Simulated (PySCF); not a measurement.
**SbF (charge +1, doublet): density, localisation and related maps**

```xyz
2

Sb    0.0000    0.0000   -0.2514
F     0.0000    0.0000    1.5996
```

Core potentials replace the inner electrons of Sb.

The calculation used PySCF 2.14.0, PBE0/def2-TZVPPD, non-relativistic Hamiltonian with scalar-relativistic core potentials where named, at a bond length of 1.851 Å.

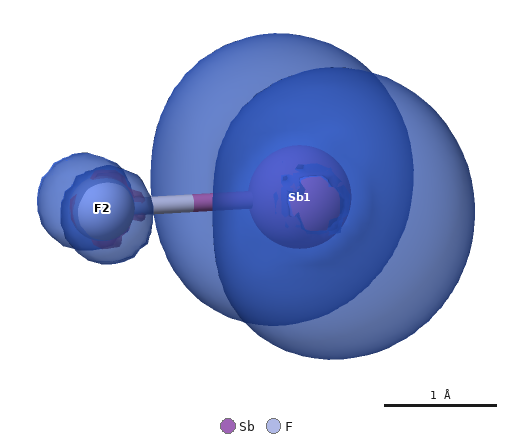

Figure 1. Isosurfaces of the spin density (α minus β) at +0.02 (blue) and −0.02 e/Å³ (red), seen from one side.

Where is the unpaired spin?

Answer. The unpaired spin (1 electron) lies mostly on Sb1 (about 0.9), in electrons by Hirshfeld's partition.

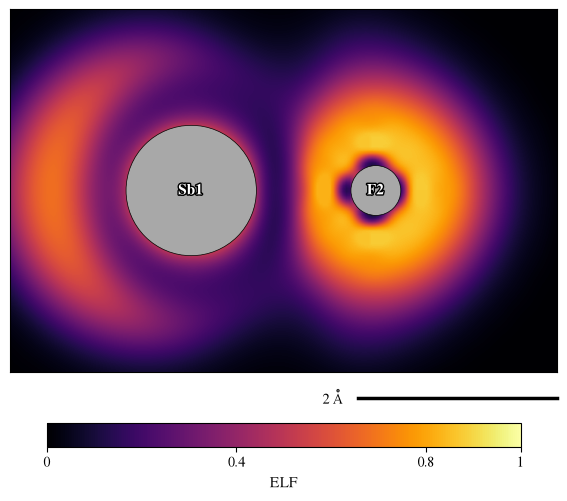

Figure 2. ELF on a plane that holds the molecular axis. Grey discs cover the atomic cores.

What do the fields say about this system?

Answer. The plane passes through Sb and F nuclei. Sb–F (1.85 Å): the ELF peaks at about 0.85 in the valence shell of F, 0.6 Å from its nucleus, and drops to about 0.15 between the two atoms. The ELF also peaks beside F2, away from the bonds: non-bonding electrons, paired or unpaired.

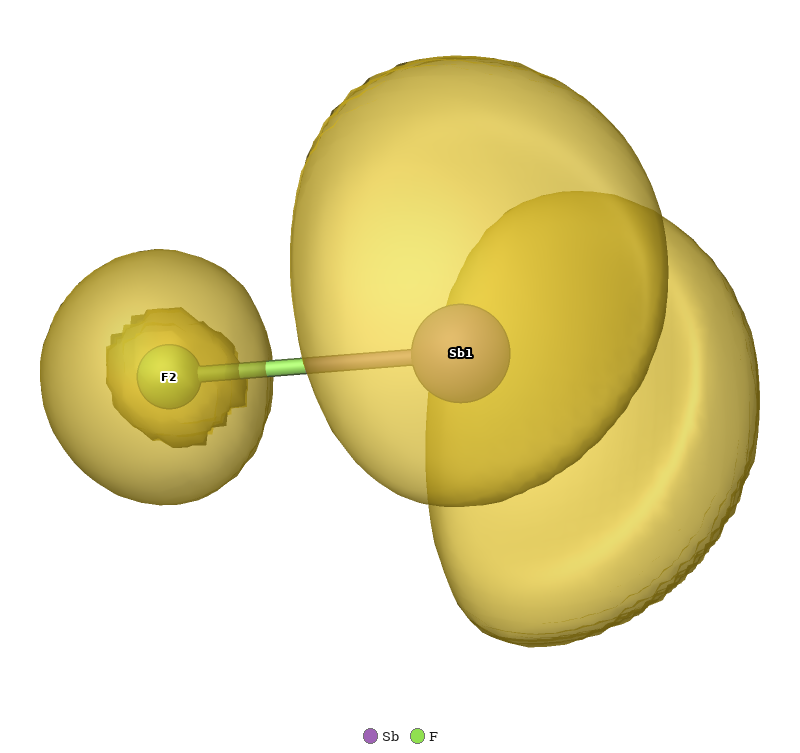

Figure 3. Isosurface of the ELF at 0.75 (yellow), seen from one side. Only the valence region is drawn (cores and ρ < 0.01 e/Å³ removed).

Describe the localisation domains.

Answer. At this value the surface marks out two lobes on Sb, pointing away from the bonds (non-bonding electrons) and one region wrapped around F (its valence shell).
